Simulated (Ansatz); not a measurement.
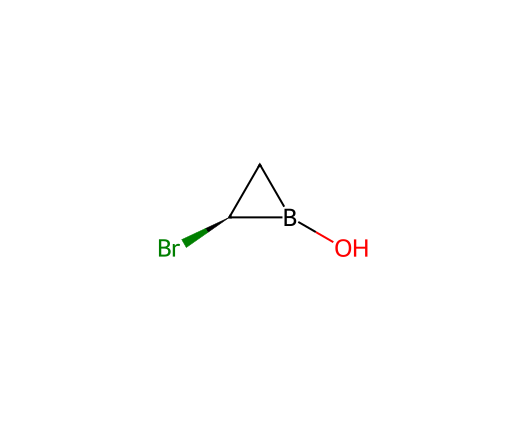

Skeletal drawing of a molecule.

> Give its SMILES.

OB1C[C@@H]1Br

> What is the molecular formula?

C2H4BBrO.

> An optimisation with PBE0-D4/def2-TZVP gave a structure of which point group?

C1.

The parts below concern this one geometry. Atoms keep their numbers from picture to picture. The geometry was computed by an optimisation with PBE0-D4/def2-TZVP. No frequency run is at hand to confirm it as a minimum.

## Geometry

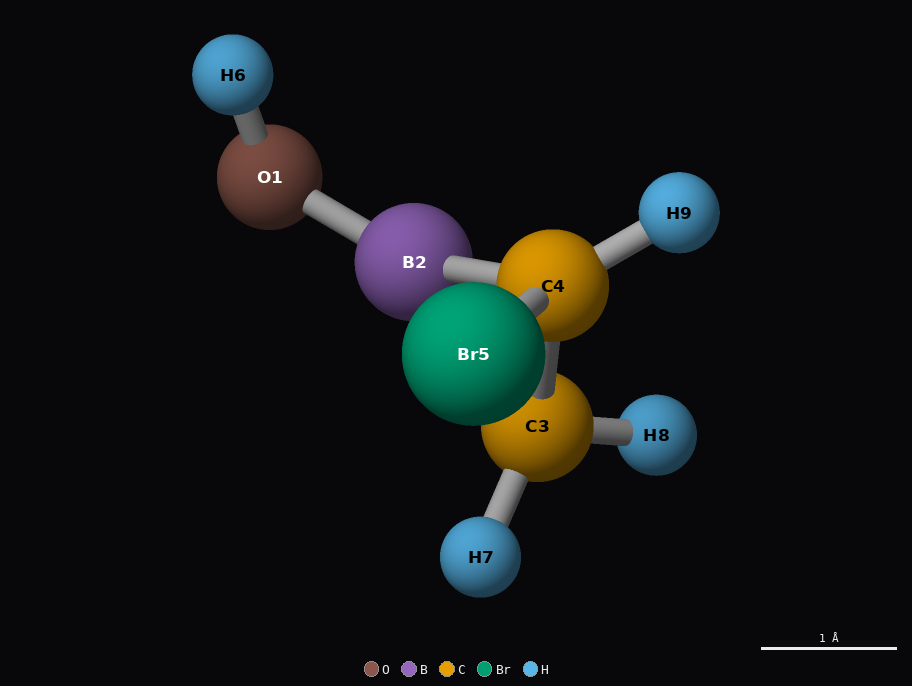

Atoms carry their numbers in the input. No frequency run is at hand to confirm it as a minimum.

> Describe the coordination of atom 1.

O1 has 2 neighbours (B2 at 1.33, H6 at 0.96 Å); the arrangement is bent.

> Which bond is the longest?

C4–Br5, 1.924 Å.

> What is the dihedral angle O1–B2–C3–C4?

170° in size, that is anti.

## Levels of theory compared

No frequency run is at hand to confirm it as a minimum. Program: Ansatz 0.2.0.

Compare HOMO energy (eV) at these levels: B3LYP-D4/def2-TZVPP; PBE-D4/def2-TZVPP; PBE0-D4/def2-TZVPP; r2SCAN-D4/def2-TZVPP; ωB97M-V/def2-TZVPP; ωB97X-V/def2-TZVPP.

| level | HOMO energy (eV) |
| --- | --- |
| B3LYP-D4/def2-TZVPP | −6.83 |
| PBE-D4/def2-TZVPP | −5.77 |
| PBE0-D4/def2-TZVPP | −7.04 |
| r2SCAN-D4/def2-TZVPP | −6.01 |
| ωB97M-V/def2-TZVPP | −9.26 |
| ωB97X-V/def2-TZVPP | −9.39 |

## Charges

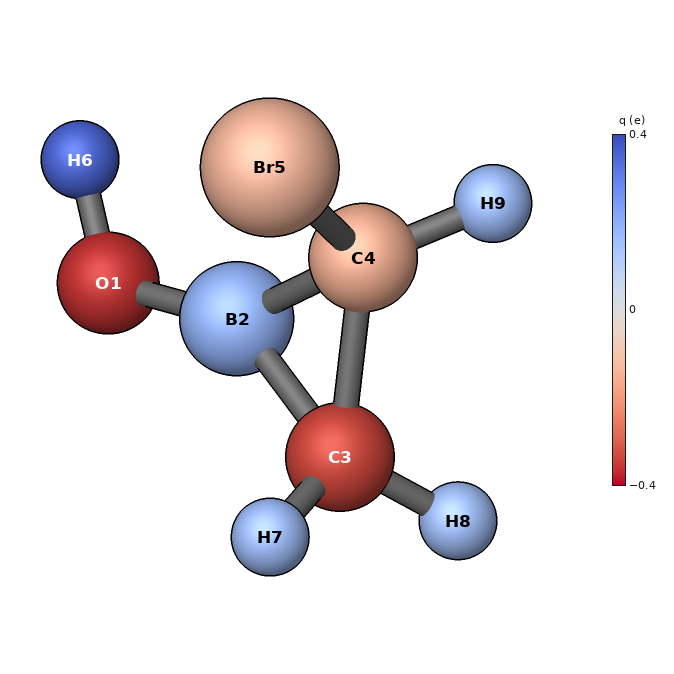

Atoms are coloured by their Mulliken charges. No frequency run is at hand to confirm it as a minimum. Method: RKS PBE0-D4/def2-TZVP (Ansatz 0.2.0).

List the Mulliken charges.

| atom | value (e) |
| --- | --- |
| O1 | −0.36 |
| B2 | 0.17 |
| C3 | −0.33 |
| C4 | −0.14 |
| Br5 | −0.13 |
| H6 | 0.34 |
| H7 | 0.15 |
| H8 | 0.14 |
| H9 | 0.15 |

## Dipole moment

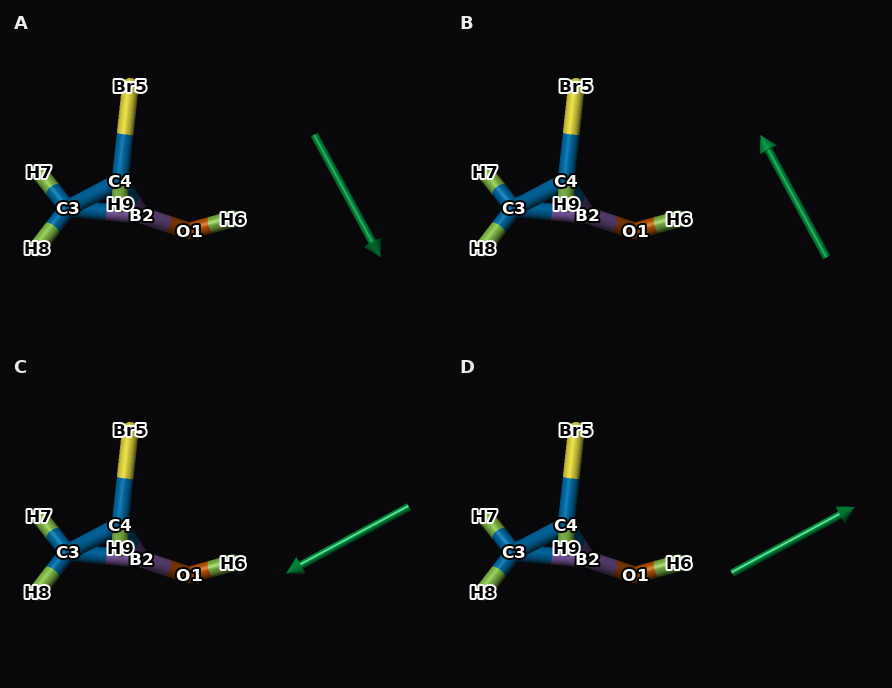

The same molecule four times, each with an arrow. No frequency run is at hand to confirm it as a minimum. Level of theory: RKS r2SCAN-D4/def2-TZVPP (Ansatz 0.2.0).

> Which arrow points along the dipole moment, from the negative to the positive end?

A. The dipole moment is 1.83 D; it points from the side of Br5 to the side of H6 (the outermost atoms at the two ends).

Mulliken values depend strongly on the basis set and can even reverse the polarity of a bond.
